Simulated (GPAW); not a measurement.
# TlBr (SMILES [Br][Tl]): PBE/real-space grid (scalar-relativistic datasets)

Aim: energy and one-electron properties of TlBr. 

The results are computed with GPAW 26.7.0.

3 further runs of the same task are left out: 2 that didn't finish, 1 set aside as unsound or not needed.

## (1) The structure to begin with

TlBr: 2 atoms, total charge 0, spin state singlet. SMILES: `[Br][Tl]`. Geometry: the measured bond length.

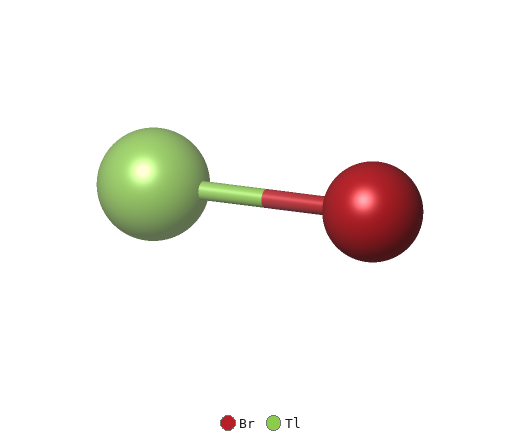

Viewed from a chosen angle; bromine red, thallium green.

## (2) The charge distribution at PBE/real-space grid (scalar-relativistic datasets)

run.py reads:

```python
import numpy as np
from ase import Atoms
from ase.units import Bohr, Debye
from gpaw import GPAW

# Structure
positions_bohr = np.array(
              [[  0.000000,   0.000000,   0.000000],
               [  0.000000,   0.000000,   4.947664]])
mol = Atoms("BrTl", positions=positions_bohr * Bohr)
mol.center(vacuum=4.5)

# Calculator
dft = GPAW(mode="fd", maxiter=150, h=0.18, xc="PBE", txt="-")
mol.calc = dft

energy = mol.get_potential_energy()
print(f"Energy: {energy:.5f} eV")
forces = mol.get_forces()
print("Forces (eV/Ang)")
for symbol, f in zip(mol.symbols, forces):
    print(f'{symbol:2} {f[0]:9.4f} {f[1]:9.4f} {f[2]:9.4f}')
dipole = mol.get_dipole_moment() / Debye
print(f"Dipole: {np.linalg.norm(dipole):.3f} D")
homo, lumo = dft.get_homo_lumo()
print(f"HOMO                    {homo:.3f} eV")
print(f"LUMO                    {lumo:.3f} eV")
print(f"Gap = {lumo - homo:.3f} eV")
```

The run is started by

```bash
$ python3 run.py
```

What it wrote:

```text
__  _  _
 | _ |_)|_||  |
 |__||  | ||/\| - 26.7.0

units:  Angstrom and eV
cores:  1
OpenMP: False

Versions:
  Python: 3.12.14
  ASE:    3.29.0
  Numpy:  2.5.5
  Scipy:  1.18.1
  Libxc:  7.0.0

Input parameters:
  mode=FD(),
  h=0.18,
  maxiter=150,
  xc=XC(name='PBE')

Diagonalizing LCAO Hamiltonian
Converting LCAO to fd mode
       .---------------------.
      /|                     |
     / |                     |
    /  |                     |
   /   |                     |
  /    |                     |
 *     |                     |
 |     |                     |
 |     |       Tl            |
 |     |                     |
 |     |                     |
 |     |                     |
 |     |       Br            |
 |     |                     |
 |     .---------------------.
 |    /                     /
 |   /                     /
 |  /                     /
 | /                     /
 |/                     /
 *---------------------*

Atoms  # Å, Bohr magnetons
|   | symbol |        x |        y |        z |    initial magnetic moments |
|---|--------|----------|----------|----------|-----------------------------|
| 0 |     Br | 4.500000 | 4.500000 | 4.500000 | ( 0.0000,  0.0000,  0.0000) |
| 1 |     Tl | 4.500000 | 4.500000 | 7.118191 | ( 0.0000,  0.0000,  0.0000) |

Unit cell  # Å
| periodic |        x |        y |         z |   lengths |    angles |
|----------|----------|----------|-----------|-----------|-----------|
|       no | 9.000000 | 0.000000 |  0.000000 |  9.000000 | 90.000000 |
|       no | 0.000000 | 9.000000 |  0.000000 |  9.000000 | 90.000000 |
|       no | 0.000000 | 0.000000 | 11.618191 | 11.618191 | 90.000000 |

Number of symmetries: 8
Symmetry operations  # r_c * U_cc + t_c -> r_c
|   | kind |            matrix            |
|---|------|------------------------------|
| 0 |  E   |  1, 0, 0,  0, 1, 0,  0, 0, 1 |
| 1 |  σ   |  1, 0, 0,  0,-1, 0,  0, 0, 1 |
| 2 |  σ   |  0, 1, 0,  1, 0, 0,  0, 0, 1 |
| 3 |  C4  |  0, 1, 0, -1, 0, 0,  0, 0, 1 |
| 4 |  C4  |  0,-1, 0,  1, 0, 0,  0, 0, 1 |
| 5 |  σ   |  0,-1, 0, -1, 0, 0,  0, 0, 1 |
| 6 |  σ   | -1, 0, 0,  0, 1, 0,  0, 0, 1 |
| 7 |  C2  | -1, 0, 0,  0,-1, 0,  0, 0, 1 |

BZ-sampling:
  Number of BZ points: 1
  Number of IBZ points: 1

  Monkhorst-Pack size: [1, 1, 1]
  Monkhorst-Pack shift: [0, 0, 0]

K-points  # in reciprocal-cell coordinates
|   |                                coordinates |     weight |
|---|--------------------------------------------|------------|
| 0 | (  0.00000000,   0.00000000,   0.00000000) | 1.00000000 |

Uniform wave function grid shape: (np.int64(51), np.int64(51), np.int64(63))
Spin-components: 1 (collinear spins)
Bands:           13
Projectors:      11
Spin-degeneracy: 2
Datatype:        float64

  Storage: CPU
  Wave functions: 17_041_752 bytes (17_041_752 per core)

Parallelization:
  kpt:    1
  domain: 1
  band:   1

Density:
  Valence electrons: 20.0
  Components: 1
  Grid points: [52 52 64]
  Charge: 0.0  # |e|

Potential:
  Grid points: [52 52 64]

species:
  Br:
    name:    Bromine
    Z:       35.0
    valence: 7
    core:    28
    charge:  0.0  # [|e|]
    file:    Br.PBE.gz
    compensation charges:
      type: gauss
      rc: 0.35  # [Å]
      lmax: 2
    cutoffs:
      filter: 1.98  # [Å]
      core: 2.38  # [Å]
    projectors
    | kind |    occ | energy [eV] | rcut [Å] |
    |------|--------|-------------|----------|
    |   4s |  2.000 |     -20.121 |    1.111 |
    |   4p |  5.000 |      -7.861 |    1.111 |
    |    s |        |       7.091 |    1.111 |
    |    p |        |      19.351 |    1.111 |
    |    d |        |       0.000 |    1.111 |

    Using partial waves for Br as LCAO basis

  Tl:
    name:    Thallium
    Z:       81.0
    valence: 13
    core:    68
    charge:  0.0  # [|e|]
    file:    Tl.PBE.gz
    compensation charges:
      type: gauss
      rc: 0.38  # [Å]
      lmax: 2
    cutoffs:
      filter: 2.11  # [Å]
      core: 2.55  # [Å]
    projectors
    | kind |    occ | energy [eV] | rcut [Å] |
    |------|--------|-------------|----------|
    |   6s |  2.000 |      -9.493 |    1.212 |
    |   6p |  1.000 |      -2.379 |    1.270 |
    |   5d | 10.000 |     -15.517 |    1.191 |
    |    s |        |      17.718 |    1.212 |
    |    p |        |      24.832 |    1.270 |
    |    d |        |      11.695 |    1.191 |

    Using partial waves for Tl as LCAO basis

Reference energy: -620947.228001  # eV

eigensolver:
  PPCG
  Converge bands: occupied
  niter=2

density mixing:
  MSR1-Mixer
  Pratt-step length: 0.05
  Maximum mixing coefficient: 0.75
  Old densities: 10
  SVD Regularization: 0.005
  Good broyden scale: 1.0
  Trust region scale: 1.0
  Backstep threshold: 4.0
  History deletion threshold: 6.0
  Fourier metric: weight=20.0, sigma=0.015

occupation numbers:
  # Zero width

FastPoissonSolver using
    Stencil: 6*3+1=19 point O(h^6) finite-difference Laplacian
    FFT axes: []
    FST axes: [np.int64(0), np.int64(1), np.int64(2)]

xc functional:
  name: PBE with 2 nearest neighbor stencil
interpolation: tri-quintic # 5. degree polynomial

Initialization done in: 4.660 s

convergence criteria:
- Maximum [total energy] change in last 3 cyles: 0.0005 eV / valence electron
- Maximum integral of absolute [dens]ity change: 0.0001 electrons / valence electron
- Maximum integral of absolute [eigenst]ate change: 4e-08 eV^2 / valence electron
maximum number of iterations: 150

SCF iterations
|iter     |     time |      energy | eigst |  dens |
|---------|----------|-------------|-------|-------|
|iter:   1| 00:00:06 |   -5.543636 | +0.14 |       |
|iter:   2| 00:00:10 |   -5.422116 | -0.89 | -1.18 |
|iter:   3| 00:00:12 |   -4.930370 | -0.36 | -1.21 |
|iter:   4| 00:00:15 |   -4.921102 | -1.12 | -1.64 |
|iter:   5| 00:00:18 |   -4.920491c| -2.09 | -2.08 |
|iter:   6| 00:00:21 |   -4.920636c| -2.96 | -2.71 |
|iter:   7| 00:00:24 |   -4.920660c| -3.63 | -3.15 |
|iter:   8| 00:00:27 |   -4.920664c| -4.25 | -3.74 |
|iter:   9| 00:00:30 |   -4.920665c| -4.86 | -4.05c|
|iter:  10| 00:00:32 |   -4.920665c| -5.37 | -4.42c|
|iter:  11| 00:00:34 |   -4.920665c| -5.94 | -5.00c|
|iter:  12| 00:00:36 |   -4.920665c| -6.36 | -5.31c|
|iter:  13| 00:00:38 |   -4.920665c| -6.86 | -5.48c|
|iter:  14| 00:00:40 |   -4.920665c| -7.33 | -5.85c|
|iter:  15| 00:00:42 |   -4.920665c| -7.53c| -5.95c|

Converged in 15 steps
SCF loop duration: 37.478 s (2.499 s/step)
Energy contributions relative to reference atoms: (reference = -620947.228001)

Energy contributions:
  Kinetic:          12.497028
  Coulomb:         -12.992733
  Zero:              0.067568
  External:          0.000000
  Xc:               -4.492528
  Entropy:           0.000000
  Spinorbit:         0.000000
  ----------------------------
  Free energy:      -4.920665
  Extrapolated:     -4.920665

dipole moment: (0.000000, 0.000000, 0.925933)  # |e|*Ang

Fermi level: -4.297
Eigenvalues  # (at kpt = [0.000, 0.000, 0.000])
| band index |      eig [eV] | occ [0-2] |
|------------|---------------|-----------|
|          0 |       -18.606 |     2.000 |
|        ... |               |           |
|          2 |       -16.026 |     2.000 |
|          3 |       -15.872 |     2.000 |
|          4 |       -15.872 |     2.000 |
|          5 |       -15.744 |     2.000 |
|          6 |       -10.241 |     2.000 |
|          7 |        -6.348 |     2.000 |
|          8 |        -6.348 |     2.000 |
|          9 |        -6.237 |     2.000 |
|         10 |        -2.357 |     0.000 |
|         11 |        -2.357 |     0.000 |
|         12 |        -0.688 |     0.000 |

Gap: 3.880 eV
Transition (v -> c):
  (s=0, k=0, n=9, [0.00, 0.00, 0.00]) -> (s=0, k=0, n=10, [0.00, 0.00, 0.00])
No difference between direct/indirect transitions
vacuum-level: 0.000  # V
Energy: -4.92067 eV

Forces  # eV/Ang
|       x |       y |        z |
|---------|---------|----------|
| 0.00000 | 0.00000 | -0.42429 |  # Br   0
| 0.00000 | 0.00000 |  0.42817 |  # Tl   1

Force computation time: 0.149  # s
Forces (eV/Ang)
Br    0.0000    0.0000   -0.4243
Tl    0.0000    0.0000    0.4282
Dipole: 4.447 D
HOMO                    -6.237 eV
LUMO                    -2.357 eV
Gap = 3.880 eV
```

It took 44 s on 1 thread of Intel Xeon at 2.50GHz (Skylake/Cascade Lake), shared host; peak memory 0.47 GiB.

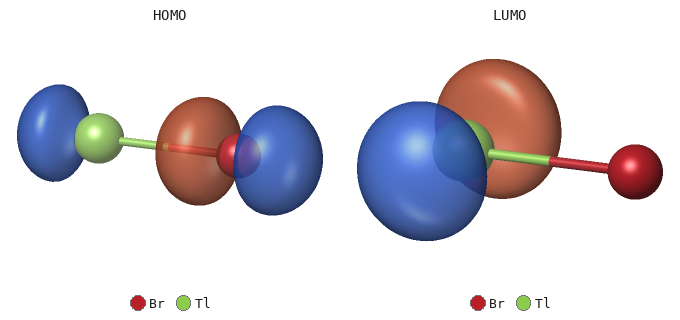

Frontier orbitals of this run, surfaces at ±0.2 Å^-3/2.

## (3) What came out

At PBE/real-space grid (scalar-relativistic datasets):

| quantity | value |
| --- | --- |
| energy as printed (from the program's reference atoms) | -4.9207 eV |
| dipole moment | 4.45 D |
| HOMO energy | -6.24 eV |
| LUMO energy | -2.36 eV |
| HOMO–LUMO gap | 3.88 eV |
| largest force on an atom | 0.428 eV/Å |

In words: The largest force is 0.43 eV/Å: the shape isn't a stationary point for this species at this level.
